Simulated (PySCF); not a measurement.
**C₃H₅Cl₃OSi: electronic excitations**

Aim: predict the electronic excitations of C₃H₅Cl₃OSi (`O=C([SiH3])CC(Cl)(Cl)Cl`).

Programs: PySCF 2.14.0, with density-fitted response routines of our own. Each step states its level of theory. These are calculated values for one molecule in the gas phase, unless marked as measured. Atoms are numbered from 0 throughout.

## 1. Starting geometry

13 atoms, charge 0, multiplicity 1; geometry from: GFN2-xTB.

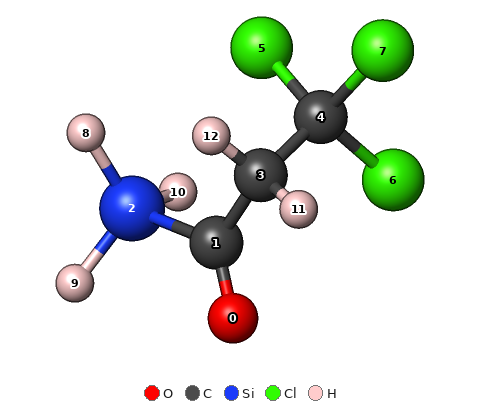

As it starts; oxygen red, carbon dark grey, silicon blue, chlorine green, hydrogen pink, atoms numbered; sticks join atoms by distance.

## 2. TDDFT and polarisability: B3LYP/def2-SVPD

What the job is given:

```
{"job": {"kind": "uv", "xc": "B3LYP", "basis": "def2-SVPD", "nstates": 8, "ntriplets": 3}, "charge": 0, "multiplicity": 1}
O      0.743782    -1.737077    -1.069913
C      0.562839    -0.670934    -0.538272
Si     1.940803     0.087952     0.575582
C     -0.750384     0.083479    -0.796650
C     -1.595336     0.189998     0.451806
Cl    -0.843248     1.269520     1.643723
Cl    -1.804001    -1.411728     1.201379
Cl    -3.207913     0.847245     0.061644
H      1.903914     1.539997     0.417928
H      3.182105    -0.473932     0.052162
H      1.700686    -0.350131     1.945501
H     -1.318506    -0.459809    -1.557405
H     -0.519129     1.085906    -1.162397
```

Level: TDDFT B3LYP/def2-SVPD, vertical, gas phase, core orbitals frozen in the response.

The run is started by

```console
$ OMP_NUM_THREADS=1 python probes_run.py task.json out
```

The driver reads the jobs from task.json and runs them one after another.

Log:

```text
coarse grid: 13944 points
cycle   1  E = -1861.6228871039  dE =  9.910e-01  |g| = 9.247e-01  |ddm| = 4.903e+00
cycle   2  E = -1860.4336274802  dE =  1.189e+00  |g| = 2.519e+00  |ddm| = 4.897e+00
cycle   3  E = -1861.8056372610  dE = -1.372e+00  |g| = 1.746e-01  |ddm| = 4.031e+00
cycle   4  E = -1861.8081084222  dE = -2.471e-03  |g| = 1.614e-01  |ddm| = 4.831e-01
cycle   5  E = -1861.8132536585  dE = -5.145e-03  |g| = 4.269e-02  |ddm| = 2.107e-01
cycle   6  E = -1861.8137018078  dE = -4.481e-04  |g| = 1.061e-02  |ddm| = 8.551e-02
cycle   7  E = -1861.8137248224  dE = -2.301e-05  |g| = 2.909e-03  |ddm| = 1.474e-02
cycle   8  E = -1861.8137267395  dE = -1.917e-06  |g| = 5.671e-04  |ddm| = 5.424e-03
final grid: 118856 points
cycle   9  E = -1862.0283368644  dE = -2.316e-05  |g| = 4.384e-03  |ddm| = 8.063e-02
cycle  10  E = -1862.0283260964  dE =  1.077e-05  |g| = 8.301e-03  |ddm| = 1.587e-02
cycle  11  E = -1862.0283408429  dE = -1.475e-05  |g| = 1.375e-03  |ddm| = 1.099e-02
cycle  12  E = -1862.0283412411  dE = -3.982e-07  |g| = 2.729e-04  |ddm| = 2.177e-03
cycle  13  E = -1862.0283412563  dE = -1.521e-08  |g| = 1.129e-04  |ddm| = 5.901e-04
cycle  14  E = -1862.0283412591  dE = -2.729e-09  |g| = 3.620e-05  |ddm| = 2.087e-04
cycle  15  E = -1862.0283412594  dE = -3.411e-10  |g| = 4.588e-06  |ddm| = 6.962e-05
converged SCF energy = -1862.0283412594

Static polarisability (au): isotropic 107.415, principal 92.260 106.557 123.427

Singlet excitations
state   eV       nm        f      main configurations
  1   3.3458    370.6   0.00068   H->L 0.95
  2   5.0590    245.1   0.00187   H->L+1 0.96
  3   5.6893    217.9   0.00128   H-1->L 0.94
  4   5.7248    216.6   0.01088   H->L+2 0.98
  5   5.8332    212.5   0.03325   H->L+3 0.95
  6   5.9937    206.9   0.00230   H-3->L 0.49, H-2->L 0.48
  7   6.0491    205.0   0.00212   H-2->L 0.49, H-3->L 0.47
  8   6.3276    195.9   0.00556   H->L+4 0.91

Triplet excitations (Tamm-Dancoff, eV): 2.7196 4.9924 5.3815
```

It took 41 s on 1 thread of Arm Neoverse V2, shared host; peak memory 0.9 GiB.

The orbitals next to the gap, with their largest atomic shares:

```tsv
orbital	eV	atoms
HOMO−3	-9.11	Cl6 50 %, Cl7 26 %, Cl5 15 %
HOMO−2	-9.08	Cl5 42 %, Cl6 19 %, Cl7 19 %
HOMO−1	-8.76	Cl7 36 %, Cl6 30 %, Cl5 29 %
HOMO	-7.15	O0 52 %, C1 17 %, Si2 12 %
LUMO	-2.18	C1 32 %, O0 29 %, Cl7 8 %
LUMO+1	-1.26	Cl5 29 %, C4 23 %, Cl6 20 %
LUMO+2	-0.57	Cl6 33 %, C4 29 %, Cl5 16 %
```

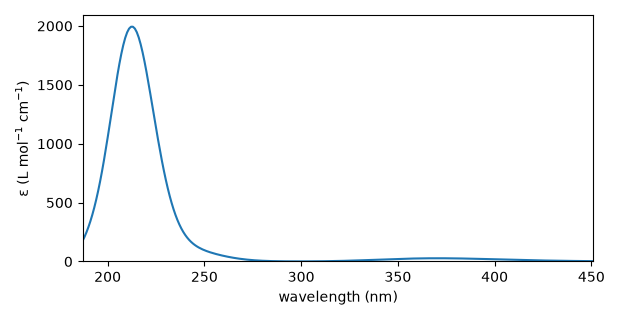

Absorption spectrum: each of the 8 states is a Gaussian band of 0.4 eV half-width at 1/e. Beyond the last state computed it falls off for lack of states.

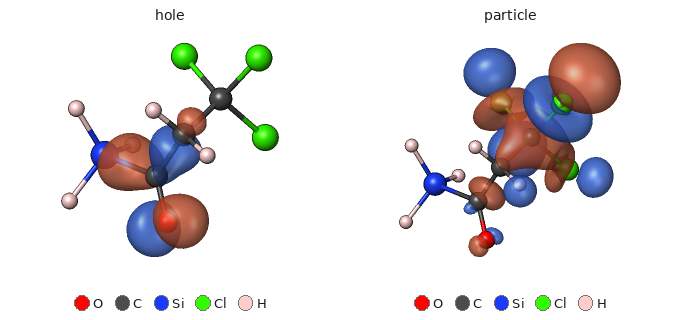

Leading natural transition orbitals of singlet state 5: the electron leaves the hole (left) for the particle orbital (right).

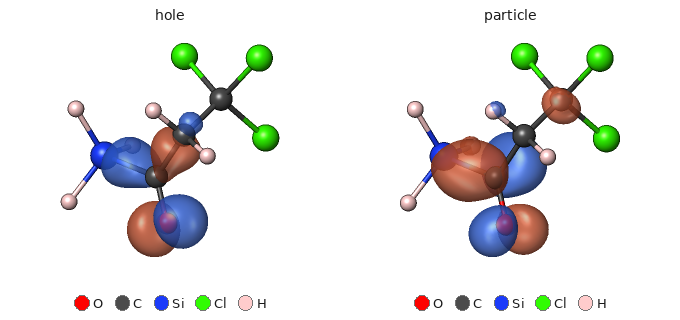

Leading natural transition orbitals of singlet state 1: the electron leaves the hole (left) for the particle orbital (right).

Ground-state properties from the same run:

```tsv
property	computed
dipole moment (D)	2.05
polarisability (Å³)	15.92
HOMO–LUMO gap (eV)	4.97
−ε(HOMO) (eV)	7.15
```

Orbitals, density, ELF and potential are computed afterwards from the orbital file.

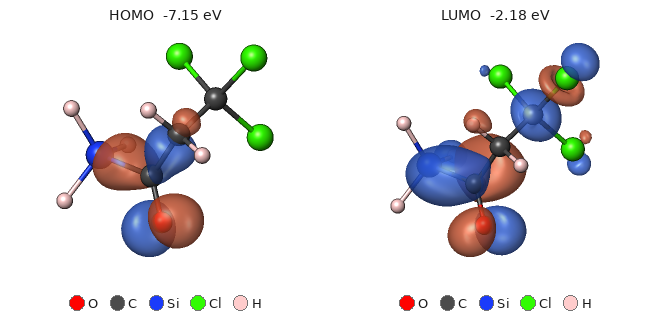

B3LYP/def2-SVPD orbitals near the gap, drawn at the value that encloses 70 % of each; the two colours are the two signs.

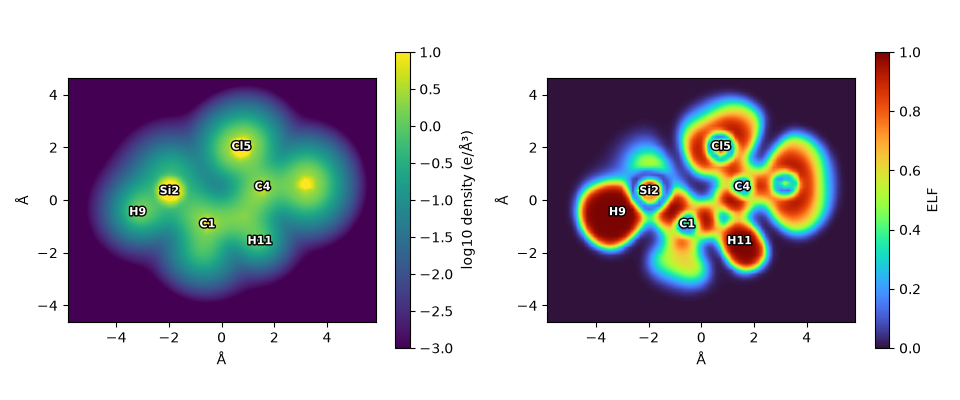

Density (left) and ELF (right) in a plane through or near 6 of the atoms.

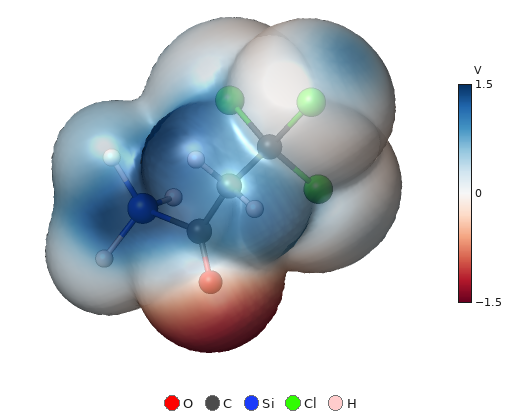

Electrostatic potential on the surface of density 0.002 e/bohr³; red is low, blue high. It runs from -1.32 V near O0 to 1.50 V near H12.

## 3. Results

```
                                quantity                        value
        lowest singlet (B3LYP/def2-SVPD)  3.35 eV (371 nm), f = 0.001
brightest single state of those computed  state 5, 5.83 eV, f = 0.033
                          lowest triplet                      2.72 eV
   surface potential, least and greatest           -1.32 V and 1.50 V
```

**Reading.** The lowest singlet, at 3.35 eV, is HOMO→LUMO 0.95 and is dark; of the 8 states computed, the strongest absorption comes from state 5 at 5.83 eV. The lowest triplet lies 0.63 eV below the lowest singlet (triplets in Tamm-Dancoff, singlets in full TDDFT). By nearest atom (B3LYP/def2-SVPD), the HOMO sits on O0 53 %; C1 14 % and the LUMO on C1 38 %; O0 26 %.
